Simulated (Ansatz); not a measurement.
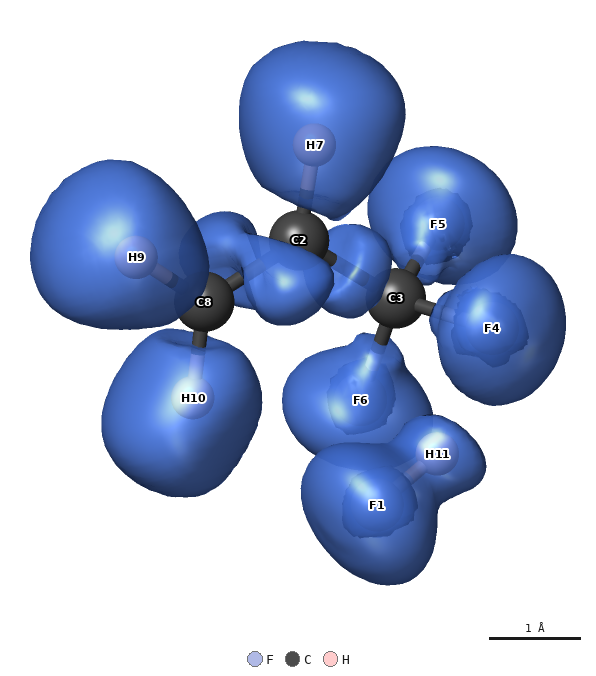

HF···C3H3F3. Isosurface of the ELF at 0.75 (blue), seen at a tilt. Only the valence region is drawn (cores and ρ < 0.01 e/Å³ removed).

Method: RKS PBE0-D4/def2-SVP in Ansatz.

```xyz
11

F    -2.0009   -1.1089   -0.9716
C     0.9711   -0.0006    0.1421
C     0.0247    1.1481    0.0394
F    -0.5373    1.1992   -1.2033
F     0.6438    2.3132    0.2115
F    -0.9821    1.0791    0.9023
H     1.9552    0.1786   -0.3012
C     0.6238   -1.1632    0.6865
H     1.3300   -1.9958    0.7226
H    -0.3771   -1.3224    1.0952
H    -1.6513   -0.3273   -1.3235
```

> What do the ELF domains correspond to?

At this value the surface marks out two regions between bonded C–C atoms (shared pairs), three regions around hydrogen nuclei, three regions on F in which the atom's valence shell and bonds are merged and one joined region spread over several atoms (F, H), in which their bonds and any lone pairs are merged. Profiles from the grid: F4···H11 (1.89 Å): the ELF dips to about 0.05 between them (a closed-shell contact with the geometry of a hydrogen bond). C–F (1.33 Å): the ELF peaks at about 0.85 between the atoms (a polar covalent bond).
